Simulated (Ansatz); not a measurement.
# SiN2H (doublet): wave-function methods side by side, cc-pVDZ

Aim: climb from Hartree-Fock through coupled cluster and multireference methods for SiN2H (doublet) at one geometry and basis, and see what each rung misses.

Program: Ansatz 0.2.0, Gaussian basis. Level of theory: cc-pVDZ, core rule «outside noble gas», up to 7 orbitals frozen. These are calculated values, not measurements.

The runs, in order: UHF; CCSD(T) on ROHF; CCSD(T) on UHF; BCCD(T) on ROHF; CISD as a restricted active space (open shells left free, so some higher excitations enter); CCSDT(Q) on ROHF; CCSDT(Q) on UHF; CASSCF and NEVPT2, 11 electrons in 11 orbitals.

23 further runs of the same task are left out: 4 for a known fault of the program, 6 that didn't finish, 13 set aside as unsound or not needed. Runs told in other sessions of the task aren't counted.

## 1. The system

The geometry is a PBE0/def2-TZVP stationary point (not a proven minimum).

4 atoms, charge 0, spin multiplicity 2.

Atoms are counted from 1 here; the program's logs count them from 0.

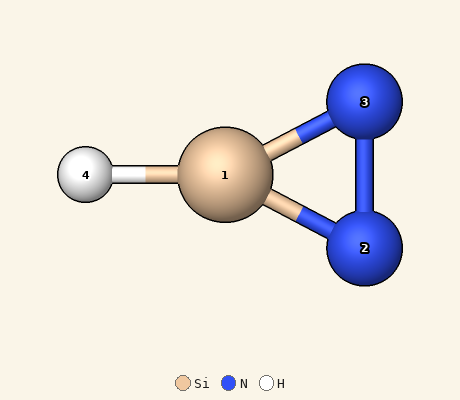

The geometry (silicon light orange, nitrogen blue, hydrogen white); atoms are numbered from 1 in the order of the file.

Geometry (Å):

```xyz
4
HN2Si
Si    0.0000    0.0000    0.6935
N     0.0000   -0.7732   -0.7732
N     0.0000    0.7732   -0.7732
H     0.0000    0.0000    2.1654
```

In the tables R marks a restricted open-shell determinant and U an unrestricted one; 'valence' is the active space of 11 electrons in 11 orbitals; energies count from the table's Hartree-Fock row.

## 2. UHF

Input file in.yaml:

```yaml
crystal:
  periodic: [false, false, false]
  atoms:
    - {symbol: Si, position_ang: [0.000000, 0.000000, 0.693477]}
    - {symbol: N, position_ang: [0.000000, -0.773207, -0.773173]}
    - {symbol: N, position_ang: [0.000000, 0.773207, -0.773173]}
    - {symbol: H, position_ang: [0.000000, 0.000000, 2.165363]}
basis:
  gaussian: {orbitals: cc-pVDZ}
magnetization: {spin_polarized: true, initial_magnetization: 1}
hamiltonian: {xc: hf}
output: {orbitals: {seedname: orbitals}}
```

Launch:

```sh
$ ansatz run in.yaml --threads 1 --pin off --events-out ev --progress --plain --max-ram 2393MiB
```

The log of the run:

```text
Functional definition: HF
  name "HF"
  cite "Fock, Z. Phys. 61, 126 (1930) doi:10.1007/BF01340294"
  parent pbe
  exchange = exact_x
  correlation = 0
503 factors; integrals over basis functions are off by at most 1.1e-3 eV
mean field evaluation 1: about -10832.4595 eV, gradient 2.3e1 eV
mean field evaluation 2: about -10832.4669 eV, gradient 2.3e1 eV
mean field evaluation 4: about -10835.8665 eV, gradient 2.8e0 eV
mean field evaluation 8: about -10836.1323 eV, gradient 2.5e-1 eV
mean field evaluation 16: about -10833.8055 eV, gradient 1.5e0 eV
mean field -10836.13632595 eV, -398.2206649817 hartree, gradient 2.8e-5 eV, S^2 1.041018; 0 other end points of the search recorded, 0 dependent functions left out
reference -10836.13632595 eV, -398.2206649817 hartree; 15, 14 occupied and 36, 37 virtual orbitals, 503 factors
Total energy: -10836.13632595 eV, -398.2206649817 hartree
```

Run time: 0.51 s. Hardware: 1 thread of Arm Neoverse V1, shared host.

From the report: ⟨S²⟩ of the determinant 1.041 (pure doublet: 0.75).

## 3. CCSD(T) on ROHF

Edit in.yaml of step 2 so:

```diff
@@ -9,4 +9,4 @@
   gaussian: {orbitals: cc-pVDZ}
-magnetization: {spin_polarized: true, initial_magnetization: 1}
-hamiltonian: {xc: hf}
-output: {orbitals: {seedname: orbitals}}
+magnetization: {spin_polarized: false, initial_magnetization: 1}
+correlation: {method: ccsd_t, electrons: outside_noble_gas}
+output: {forces: true}
```

Same command.

The log of the run, cut to the lines that bear on the results:

```text
Functional definition: HF
  name "HF"
  cite "Fock, Z. Phys. 61, 126 (1930) doi:10.1007/BF01340294"
  parent pbe
[...]
503 factors; integrals over basis functions are off by at most 1.1e-3 eV
[...]
mean field -10835.44372001 eV, -398.1952121829 hartree, gradient 1.3e-6 eV, S^2 0.750000; 17 other end points of the search recorded, 0 dependent functions left out
determinant -10835.44372001 eV, -398.1952121829 hartree, with singles and doubles -10847.37767519 eV, -398.6337769464 hartree
determinant -10835.43242806 eV, -398.1947972113 hartree, with singles and doubles -10847.39484795 eV, -398.6344080337 hartree
determinant -10833.75761368 eV, -398.1332489180 hartree, with singles and doubles -10845.99299050 eV, -398.5828907228 hartree
determinant -10832.87362609 eV, -398.1007629733 hartree, with singles and doubles -10844.86496996 eV, -398.5414367326 hartree
[...]
7 core orbitals not correlated: weight in the atoms' cores, before any rotation towards them, 1.000 or more for the frozen orbitals, at most 0.000 for the correlated occupied ones
reference -10835.43242806 eV, -398.1947972113 hartree; 8, 7 occupied and 36, 37 virtual orbitals, 503 factors
second order -11.57504477 eV of doubles, -0.21115289 eV of singles
cycle   1  -11.96265566 eV  change    2.6e-7 eV  update   2.6e-6
cycle   2  -11.96265450 eV  change    1.2e-6 eV  update   1.6e-6
perturbative correction -0.63106271 eV, -0.0231911267 hartree
[...]
Total energy: -10848.02614527 eV, -398.6576077823 hartree
Atom 0 at     0.000000     0.000000     0.693477 Å, force    -0.000000    -0.000000     2.882460 eV/Å
Atom 1 at     0.000000    -0.773207    -0.773173 Å, force     0.000000    -1.675466    -1.481877 eV/Å
Atom 2 at     0.000000     0.773207    -0.773173 Å, force    -0.000000     1.675467    -1.481878 eV/Å
Atom 3 at     0.000000     0.000000     2.165363 Å, force    -0.000000     0.000000     0.081296 eV/Å
Dipole moment:    -0.000000     0.000000     0.979957 e Å
```

It took 15 s on 1 thread of Arm Neoverse V1, shared host.

From the report: correlation -12.5937 eV; T1 0.033; largest double amplitude 0.09.

## 4. CCSD(T) on UHF

Edit in.yaml of step 3 so:

```diff
@@ -9,3 +9,3 @@
   gaussian: {orbitals: cc-pVDZ}
-magnetization: {spin_polarized: false, initial_magnetization: 1}
+magnetization: {spin_polarized: true, initial_magnetization: 1}
 correlation: {method: ccsd_t, electrons: outside_noble_gas}
```

Launched as before.

The log of the run, cut to the lines that bear on the results:

```text
Functional definition: HF
  name "HF"
  cite "Fock, Z. Phys. 61, 126 (1930) doi:10.1007/BF01340294"
  parent pbe
[...]
503 factors; integrals over basis functions are off by at most 1.1e-3 eV
[...]
mean field -10836.13632595 eV, -398.2206649817 hartree, gradient 1.7e-6 eV, S^2 1.041017; 8 other end points of the search recorded, 0 dependent functions left out
determinant -10836.13632595 eV, -398.2206649817 hartree, with singles and doubles -10847.44483865 eV, -398.6362451580 hartree
determinant -10835.37037897 eV, -398.1925169491 hartree, with singles and doubles -10846.87327332 eV, -398.6152405196 hartree
determinant -10835.31319500 eV, -398.1904154773 hartree, with singles and doubles -10847.15855235 eV, -398.6257243308 hartree
determinant -10833.87846333 eV, -398.1376900609 hartree, with singles and doubles -10845.99555329 eV, -398.5829849037 hartree
[...]
7 core orbitals not correlated: weight in the atoms' cores, before any rotation towards them, 1.000 or more for the frozen orbitals, at most 0.000 for the correlated occupied ones
reference -10836.13632595 eV, -398.2206649817 hartree; 8, 7 occupied and 36, 37 virtual orbitals, 503 factors
second order -10.41367424 eV of doubles, -0.00000000 eV of singles
cycle   1  -11.31501559 eV  change   -2.7e-6 eV  update   3.8e-6
[...]
cycle   4  -11.31501954 eV  change    1.9e-7 eV  update   4.1e-7
perturbative correction -0.55222550 eV, -0.0202939129 hartree
[...]
Total energy: -10848.00357100 eV, -398.6567781933 hartree
Atom 0 at     0.000000     0.000000     0.693477 Å, force    -0.000000     0.000000     2.742428 eV/Å
Atom 1 at     0.000000    -0.773207    -0.773173 Å, force    -0.000000    -1.624067    -1.411223 eV/Å
Atom 2 at     0.000000     0.773207    -0.773173 Å, force    -0.000000     1.624067    -1.411223 eV/Å
Atom 3 at     0.000000     0.000000     2.165363 Å, force     0.000000     0.000000     0.080019 eV/Å
Dipole moment:     0.000000    -0.000000     0.992161 e Å
```

It took 16 s on 1 thread of Arm Neoverse V1, shared host.

From the report: ⟨S²⟩ of the determinant 1.041 (pure doublet: 0.75); correlation -11.8672 eV; T1 0.048; largest double amplitude 0.08.

## 5. BCCD(T) on ROHF

Edit in.yaml of step 4 so:

```diff
@@ -9,4 +9,3 @@
   gaussian: {orbitals: cc-pVDZ}
-magnetization: {spin_polarized: true, initial_magnetization: 1}
-correlation: {method: ccsd_t, electrons: outside_noble_gas}
-output: {forces: true}
+magnetization: {spin_polarized: false, initial_magnetization: 1}
+correlation: {method: bccd_t, electrons: outside_noble_gas}
```

Same command.

The log of the run, cut to the lines that bear on the results:

```text
Functional definition: HF
  name "HF"
  cite "Fock, Z. Phys. 61, 126 (1930) doi:10.1007/BF01340294"
  parent pbe
[...]
503 factors; integrals over basis functions are off by at most 1.1e-3 eV
[...]
mean field -10835.44372001 eV, -398.1952121829 hartree, gradient 1.3e-6 eV, S^2 0.750000; 17 other end points of the search recorded, 0 dependent functions left out
determinant -10835.44372001 eV, -398.1952121829 hartree, with singles and doubles -10847.37767519 eV, -398.6337769464 hartree
determinant -10835.43242806 eV, -398.1947972113 hartree, with singles and doubles -10847.39484795 eV, -398.6344080337 hartree
determinant -10833.75761368 eV, -398.1332489180 hartree, with singles and doubles -10845.99299050 eV, -398.5828907228 hartree
determinant -10832.87362609 eV, -398.1007629733 hartree, with singles and doubles -10844.86496996 eV, -398.5414367326 hartree
[...]
determinant -10832.34417952 eV, -398.0813061707 hartree, with singles and doubles -10844.17194314 eV, -398.5159684668 hartree
determinant -10835.44372001 eV, -398.1952121829 hartree, with singles and doubles -10847.39450306 eV, -398.6343953593 hartree
determinant -10835.43242806 eV, -398.1947972113 hartree, with singles and doubles -10847.39508397 eV, -398.6344167075 hartree
[...]
7 core orbitals not correlated: weight in the atoms' cores, before any rotation towards them, 1.000 or more for the frozen orbitals, at most 0.000 for the correlated occupied ones
reference -10835.43242806 eV, -398.1947972113 hartree; 8, 7 occupied and 36, 37 virtual orbitals, 503 factors
second order -11.57504477 eV of doubles, -0.21115289 eV of singles
cycle   1  -11.91314024 eV  change    5.0e-2 eV  update   2.5e-2
[...]
cycle  11  -11.93544141 eV  change    4.6e-6 eV  update   9.7e-6
perturbative correction -0.65287688 eV, -0.0239927830 hartree
Total energy: -10848.02074635 eV, -398.6574093758 hartree
```

Wall time 12 s (1 thread of Arm Neoverse V1, shared host).

From the report: correlation -12.5883 eV; largest double amplitude 0.08.

## 6. CISD as a restricted active space (open shells left free, so some higher excitations enter)

Edit in.yaml of step 5 so:

```diff
@@ -10,2 +10,2 @@
 magnetization: {spin_polarized: false, initial_magnetization: 1}
-correlation: {method: bccd_t, electrons: outside_noble_gas}
+correlation: {active_space: {ras: {orbitals: [7, 1, 36], electrons: 15, max_holes: 2, max_particles: 2}, fixed_orbitals: true}}
```

Launched as before.

The log of the run, cut to the lines that bear on the results:

```text
Functional definition: HF
  name "HF"
  cite "Fock, Z. Phys. 61, 126 (1930) doi:10.1007/BF01340294"
  parent pbe
[...]
503 factors; integrals over basis functions are off by at most 1.1e-3 eV
[...]
mean field -10835.44372001 eV, -398.1952121829 hartree, gradient 1.3e-6 eV, S^2 0.750000; 14 other end points of the search recorded, 0 dependent functions left out
reference -10835.44372001 eV, -398.1952121829 hartree; 15, 14 occupied and 36, 37 virtual orbitals, 503 factors
state -10845.92512090 eV, -398.5803965611 hartree
Total energy: -10845.92512090 eV, -398.5803965611 hartree
```

Run time: 16 s. Hardware: 1 thread of Arm Neoverse V1, shared host.

From the report: 86,646 determinants.

## 7. CCSDT(Q) on ROHF

Edit in.yaml of step 6 so:

```diff
@@ -10,2 +10,2 @@
 magnetization: {spin_polarized: false, initial_magnetization: 1}
-correlation: {active_space: {ras: {orbitals: [7, 1, 36], electrons: 15, max_holes: 2, max_particles: 2}, fixed_orbitals: true}}
+correlation: {method: ccsdt_q, electrons: outside_noble_gas}
```

The command is unchanged.

The log of the run, cut to the lines that bear on the results:

```text
Functional definition: HF
  name "HF"
  cite "Fock, Z. Phys. 61, 126 (1930) doi:10.1007/BF01340294"
  parent pbe
[...]
975 factors; integrals over basis functions are off by at most 1.6e-7 eV
[...]
mean field -10835.44386008 eV, -398.1952173302 hartree, gradient 1.3e-6 eV, S^2 0.750000; 17 other end points of the search recorded, 0 dependent functions left out
[...]
determinant -10835.44386008 eV, -398.1952173302 hartree, with singles and doubles -10847.37780557 eV, -398.6337817378 hartree
determinant -10835.43256925 eV, -398.1948024000 hartree, with singles and doubles -10847.39497686 eV, -398.6344127713 hartree
determinant -10833.75776336 eV, -398.1332544186 hartree, with singles and doubles -10845.99312433 eV, -398.5828956410 hartree
determinant -10832.87376200 eV, -398.1007679679 hartree, with singles and doubles -10844.86510250 eV, -398.5414416033 hartree
[...]
determinant -10832.34432227 eV, -398.0813114167 hartree, with singles and doubles -10844.17207946 eV, -398.5159734764 hartree
determinant -10835.44386008 eV, -398.1952173302 hartree, with singles and doubles -10847.39463205 eV, -398.6344000997 hartree
determinant -10835.43256925 eV, -398.1948024000 hartree, with singles and doubles -10847.39521255 eV, -398.6344214325 hartree
7 core orbitals not correlated: weight in the atoms' cores, before any rotation towards them, 1.000 or more for the frozen orbitals, at most 0.000 for the correlated occupied ones
reference -10835.43256925 eV, -398.1948024000 hartree; 8, 7 occupied and 36, 37 virtual orbitals, 975 factors
second order -11.57506140 eV of doubles, -0.21115143 eV of singles
cycle   1  -11.23649368 eV  change    5.6e-1 eV  update   1.6e-1
[...]
cycle  21  -12.60600450 eV  change    4.4e-7 eV  update   1.5e-6
perturbative correction -0.07583734 eV, -0.0027869709 hartree
Total energy: -10848.11441109 eV, -398.6608514917 hartree
```

It took 5 min on 1 thread of Arm Neoverse V1, shared host; peak memory 1.5 GiB.

From the report: correlation -12.6818 eV; T1 0.034; largest double amplitude 0.12.

## 8. CCSDT(Q) on UHF

Edit in.yaml of step 7 so:

```diff
@@ -9,3 +9,3 @@
   gaussian: {orbitals: cc-pVDZ}
-magnetization: {spin_polarized: false, initial_magnetization: 1}
+magnetization: {spin_polarized: true, initial_magnetization: 1}
 correlation: {method: ccsdt_q, electrons: outside_noble_gas}
```

Same command.

The log of the run, cut to the lines that bear on the results:

```text
Functional definition: HF
  name "HF"
  cite "Fock, Z. Phys. 61, 126 (1930) doi:10.1007/BF01340294"
  parent pbe
[...]
975 factors; integrals over basis functions are off by at most 1.6e-7 eV
[...]
mean field -10836.13646503 eV, -398.2206700928 hartree, gradient 1.7e-6 eV, S^2 1.041018; 8 other end points of the search recorded, 0 dependent functions left out
determinant -10836.13646503 eV, -398.2206700928 hartree, with singles and doubles -10847.44496787 eV, -398.6362499070 hartree
determinant -10835.37052203 eV, -398.1925222066 hartree, with singles and doubles -10846.87340100 eV, -398.6152452118 hartree
determinant -10835.31333552 eV, -398.1904206411 hartree, with singles and doubles -10847.15868586 eV, -398.6257292370 hartree
determinant -10833.87861348 eV, -398.1376955787 hartree, with singles and doubles -10845.99568708 eV, -398.5829898204 hartree
[...]
determinant -10833.00279536 eV, -398.1055098564 hartree, with singles and doubles -10844.89702487 eV, -398.5426147286 hartree
determinant -10836.13646503 eV, -398.2206700928 hartree, with singles and doubles -10847.45146831 eV, -398.6364887936 hartree
determinant -10835.31333552 eV, -398.1904206411 hartree, with singles and doubles -10847.31699182 eV, -398.6315468739 hartree
7 core orbitals not correlated: weight in the atoms' cores, before any rotation towards them, 1.000 or more for the frozen orbitals, at most 0.000 for the correlated occupied ones
reference -10836.13646503 eV, -398.2206700928 hartree; 8, 7 occupied and 36, 37 virtual orbitals, 975 factors
second order -10.41369096 eV of doubles, -0.00000000 eV of singles
cycle   1  -10.51052158 eV  change   -9.7e-2 eV  update   1.5e-1
[...]
cycle  24  -11.91237697 eV  change   -8.8e-7 eV  update   2.7e-7
perturbative correction -0.07745519 eV, -0.0028464256 hartree
Total energy: -10848.12629718 eV, -398.6612882974 hartree
```

Wall time 1.8 min (1 thread of Arm Neoverse V1, shared host); peak memory 1.2 GiB.

From the report: ⟨S²⟩ of the determinant 1.041 (pure doublet: 0.75); correlation -11.9898 eV; T1 0.051; largest double amplitude 0.12.

## 9. CASSCF and NEVPT2, 11 electrons in 11 orbitals

Edit in.yaml of step 8 so:

```diff
@@ -9,3 +9,3 @@
   gaussian: {orbitals: cc-pVDZ}
-magnetization: {spin_polarized: true, initial_magnetization: 1}
-correlation: {method: ccsdt_q, electrons: outside_noble_gas}
+magnetization: {spin_polarized: false, initial_magnetization: 1}
+correlation: {method: sc_nevpt2, electrons: outside_noble_gas, active_space: {window: {electrons: 11, orbitals: 11}, shells: [{species: H, l: s, shell: 1}, {species: "N", l: p, shell: 2}, {species: Si, l: s, shell: 3}, {species: Si, l: p, shell: 3}]}}
```

Launched as before.

The log of the run, cut to the lines that bear on the results:

```text
Functional definition: HF
  name "HF"
  cite "Fock, Z. Phys. 61, 126 (1930) doi:10.1007/BF01340294"
  parent pbe
[...]
975 factors; integrals over basis functions are off by at most 1.6e-7 eV
[...]
mean field -10835.44386008 eV, -398.1952173302 hartree, gradient 1.3e-6 eV, S^2 0.750000; 14 other end points of the search recorded, 0 dependent functions left out
reference -10835.44386008 eV, -398.1952173302 hartree; 15, 14 occupied and 36, 37 virtual orbitals, 975 factors
state -10840.47949745 eV, -398.3802735904 hartree
state -10840.47949745 eV, -398.3802735904 hartree; corrected -10846.78399177 eV, -398.6119594833 hartree
Total energy: -10846.78399177 eV, -398.6119594833 hartree
Checks for a lower state left out: starts, orbital_swaps
```

Run time: 28 s. Hardware: 1 thread of Arm Neoverse V1, shared host.

From the report: 53,336 determinants; active occupations 1.98, 1.96, 1.94, 1.94, 1.93, 1.00, 0.07, 0.06, 0.06, 0.05, 0.01.

## 10. How many determinants matter

Natural occupations of the CASSCF valence state about the gap (report; correlated orbitals 2 to 11): 1.964, 1.943, 1.935, 1.926, 1.005, 0.069, 0.057, 0.056, 0.053, 0.013. The count of effectively unpaired electrons, Σ n²(2 − n)², is 1.11; a single determinant of this spin has 1.

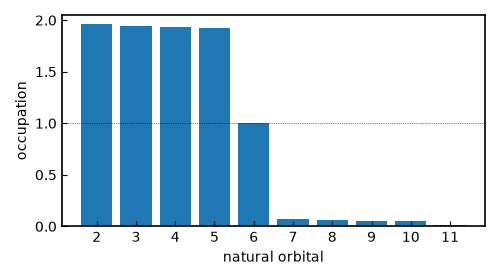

Natural occupations of the CASSCF valence state.

## 11. Misses and costs

No level here is safe as a reference; RCCSDT(Q) serves as a yardstick only. Rows without a time are mean-field rows or come out of runs for another level: lower rungs of the coupled-cluster runs, CASSCF and MRCISD of the multireference runs, or the Hartree-Fock search. The times of RCCSD(T), UCCSD(T) include forces.

```
        method  energy from the lowest ROHF (meV)  from RCCSDT(Q) (meV)     time
           ROHF                               0.0              +12670.7         
           UHF                            -692.6              +11978.1         
          RMP2                          -11774.9                +895.8         
          UMP2                          -11106.3               +1564.4         
          CISD                          -10481.4               +2189.3     16 s
         RCCSD                          -11951.4                +719.3         
         UCCSD                          -12007.6                +663.1         
      RCCSD(T)                          -12582.4                 +88.3     15 s
      UCCSD(T)                          -12559.9                +110.8     16 s
       BCCD(T)                          -12577.0                 +93.7     12 s
        RCCSDT                          -12594.9                 +75.8         
        UCCSDT                          -12605.1                 +65.6         
     RCCSDT(Q)                          -12670.7                     0    5 min
     UCCSDT(Q)                          -12682.6                 -11.9  1.8 min
CASSCF valence                           -5035.8               +7634.9         
NEVPT2 valence                          -11340.3               +1330.4     28 s
```

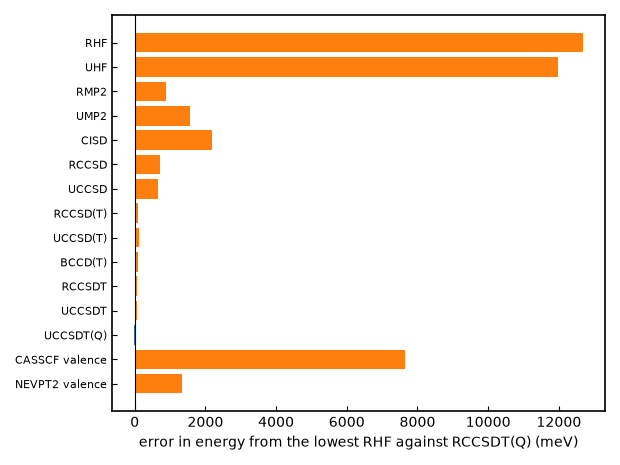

Deviations from RCCSDT(Q), method by method.

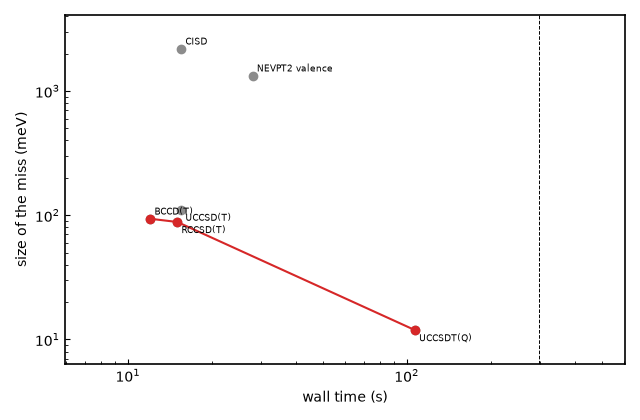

Miss against cost. Red marks the levels that no quicker level drawn beats (of those quicker than the yardstick), and the dashed line is the time of RCCSDT(Q). Times are from a shared host.

The ROHF row is the lowest such solution found; the determinant under the restricted MP2 and coupled-cluster rows lies 0.01 eV higher.

With the free atoms at the same levels and basis (separate runs), the atomisation energy is 7.860 eV at RCCSDT(Q), 7.794 eV at RCCSD(T), 7.766 eV at UCCSD(T), 1.977 eV at ROHF.

## 12. Outcome

```
                      quantity        value
 RCCSDT(Q) from the ROHF energy  -12.6707 eV
           RMP2 from RCCSDT(Q)   +895.8 meV
           UMP2 from RCCSDT(Q)  +1564.4 meV
          RCCSD from RCCSDT(Q)   +719.3 meV
       RCCSD(T) from RCCSDT(Q)    +88.3 meV
       UCCSD(T) from RCCSDT(Q)   +110.8 meV
      UCCSDT(Q) from RCCSDT(Q)    -11.9 meV
 NEVPT2 valence from RCCSDT(Q)  +1330.4 meV
                 T1 diagnostic        0.033
effectively unpaired electrons         1.11
```

**Reading.** RCCSD(T) misses by +88.3 meV, 0.7 % of the correlation energy. CCSD(T) misses by +88.3 meV on the restricted determinant and by +110.8 meV on the unrestricted one; the two need not hold the same state or core. One determinant dominates. Coupled cluster took another determinant than the lowest Hartree-Fock one. Warnings: spin contamination; coupled cluster took another determinant than the lowest.

With open shells the CI space here admits some higher excitations, so it is larger than plain CISD.
